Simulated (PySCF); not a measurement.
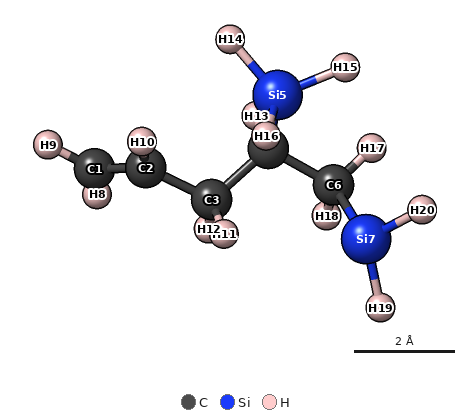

*The structure (ball-and-stick view, seen at a tilt; atoms are numbered from 1 in the order of the input).*

## EPR calculation, with input and output: C5H13Si2

- system: C5H13Si2, multiplicity 2
- method: UKS B3LYP, pcH-1 on C H Si, non-relativistic, mean-field spin-orbit, GIAO (PySCF 2.14.0)

It belongs to a series of runs on one base structure; here: H removed from Si.

Input file
```
{"job": {"kind": "epr", "basis": "pcH-1"}, "charge": 0, "multiplicity": 2}
C     -3.088556    -0.991657     0.101884
C     -2.041488    -0.265049     0.446304
C     -0.626726    -0.730521     0.372958
C      0.202773     0.065127    -0.643108
Si     0.231467     1.938099    -0.264440
C      1.625044    -0.502338    -0.690212
Si     2.636767    -0.206159     0.891603
H     -2.982918    -2.005077    -0.251415
H     -4.094803    -0.612449     0.161440
H     -2.175121     0.749741     0.799378
H     -0.152745    -0.620941     1.357506
H     -0.605635    -1.792800     0.109366
H     -0.258330    -0.086523    -1.627598
H     -0.971152     2.575203    -0.811862
H      1.403016     2.537732    -0.907100
H      0.303578     2.152523     1.182703
H      2.157028    -0.050639    -1.532105
H      1.578079    -1.576468    -0.896527
H      3.229454    -1.428155     1.432255
H      3.625120     0.861030     0.765935
```

The first line tells a small driver script what to run in PySCF; the rest is the geometry in Å.

Hardware: 1 CPU thread, shared host.

Launched with:
```bash
OMP_NUM_THREADS=1 python <driver script> task.json out
```

The program's output
```
UKS, coarse grid
  cycle   1  E = -777.23294525  |g| = 3.65e-01
  cycle   2  E = -777.19783514  |g| = 4.35e-01
  cycle   3  E = -777.29682700  |g| = 6.02e-02
  cycle   4  E = -777.29827641  |g| = 3.25e-02
  cycle   5  E = -777.29880253  |g| = 7.96e-03
  cycle   6  E = -777.29882898  |g| = 3.98e-03
  cycle   7  E = -777.29883672  |g| = 5.98e-04
UKS, final grid
  cycle   1  E = -777.29884125  |g| = 7.55e-04
  cycle   2  E = -777.29884070  |g| = 1.30e-03
  cycle   3  E = -777.29884155  |g| = 1.35e-04
  cycle   4  E = -777.29884156  |g| = 3.15e-05
  cycle   5  E = -777.29884156  |g| = 1.52e-05
E = -777.29884156 Eh   <S^2> = 0.7517 (exact 0.7500)
g shifts (ppm)      1          2          3
  rmc          -129       -129       -129
  gc             11         20        -11
  oz_so          74       2310       2559
  total         -44       2201       2419
hyperfine (MHz)  atom isotope    a_iso     a_fc   dipolar eigenvalues
    0   13C       1.09       1.09     -0.86     -0.54      1.40
    1   13C      -0.96      -0.96     -0.95      0.08      0.87
    2   13C       5.66       5.66     -1.98     -1.03      3.02
    3   13C      17.16      17.16     -1.49     -0.43      1.91
    4  29Si      -2.57      -2.57     -1.23      0.19      1.03
    5   13C       8.29       8.26     -4.17     -3.22      7.39
    6  29Si    -408.84    -409.86   -177.77     88.59     89.19
    7    1H      -0.58      -0.58     -0.42     -0.14      0.56
    8    1H      -0.51      -0.51     -0.54     -0.28      0.81
    9    1H       0.27       0.27     -0.87     -0.83      1.71
   10    1H       0.28       0.28     -5.99     -3.55      9.54
   11    1H      -0.20      -0.21     -1.57     -1.21      2.78
   12    1H      -2.01      -2.00     -1.63     -1.35      2.98
   13    1H       3.97       3.97     -0.85     -0.66      1.51
   14    1H      -0.16      -0.16     -1.66     -1.22      2.88
   15    1H      13.22      13.22     -3.25     -2.24      5.50
   16    1H      29.99      29.99     -3.79     -0.06      3.85
   17    1H       7.88       7.87     -3.38     -1.12      4.50
   18    1H      18.14      18.11    -10.40      1.56      8.84
   19    1H      27.35      27.32    -10.42      1.73      8.68
```

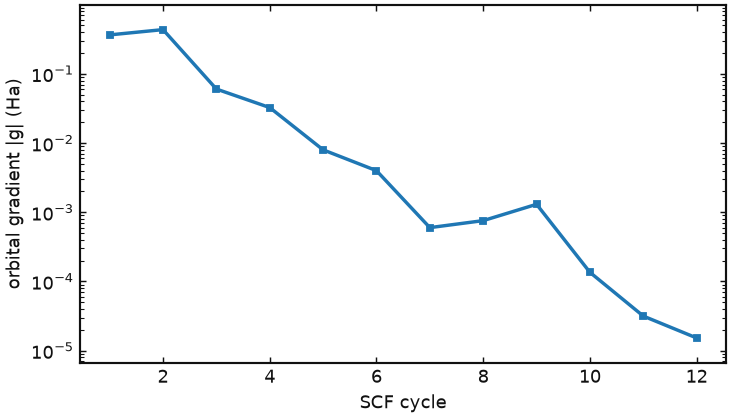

*Convergence of the self-consistent field: orbital gradient |g| against the SCF cycle.*

All cycles printed in the log are drawn one after another.

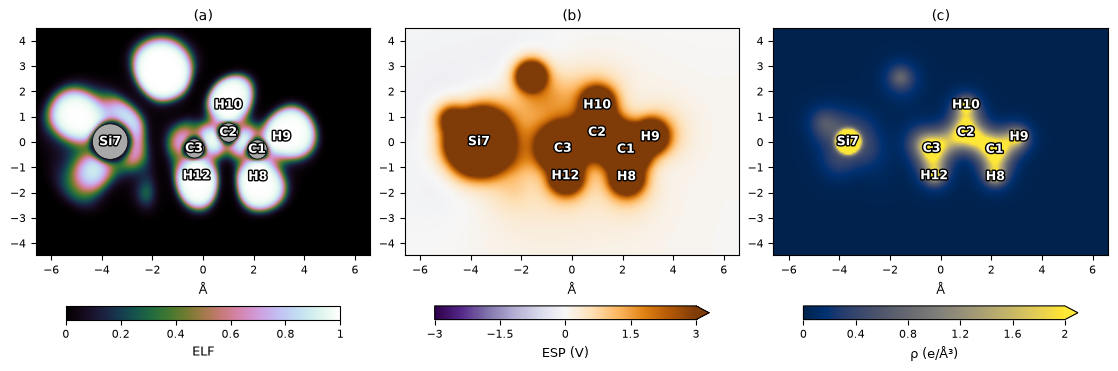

*(a) ELF; (b) electrostatic potential; (c) total electron density on the plane of atoms C2, C1 and H8. Grey discs, where drawn, cover atomic cores.*

The section cuts through C, Si and H sites. C–C (1.32 Å): ρ is about 2.4 e/Å³ halfway; the ELF peaks at about 0.95 between the atoms (a double or triple bond). C–C (1.49 Å): ρ at the midpoint is about 1.8 e/Å³; the ELF peaks at about 0.95 between the atoms, which marks a covalent bond. The potential has no marked negative region in this plane.

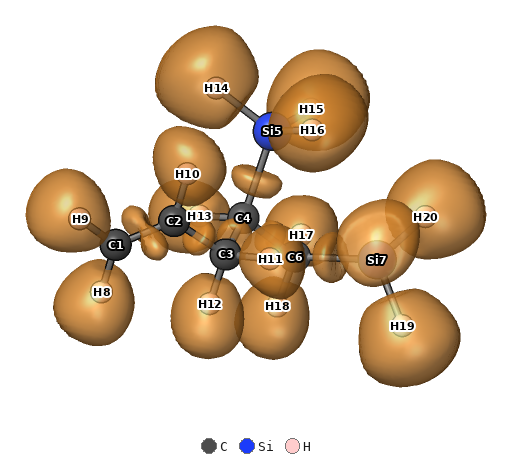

*Isosurface of the electron localisation function at 0.85 (orange), seen at a tilt. Only the valence region is drawn (cores and ρ < 0.01 e/Å³ removed).*

Along the contacts the grid gives the following. C–C (1.32 Å): the ELF peaks at about 0.95 between the atoms; a multiple bond by its length, whose ELF region spreads away from the axis. C–Si (1.90 Å): the ELF peaks at about 0.95 between the atoms, as expected for localised, shared-pair bonding.

Summary

```csv
quantity,value
outcome,converged
total energy,−777.298842 hartree
⟨S²⟩,0.752
isotropic g,2.0038
wall time,2.5 min
peak memory,1.1 GiB
```
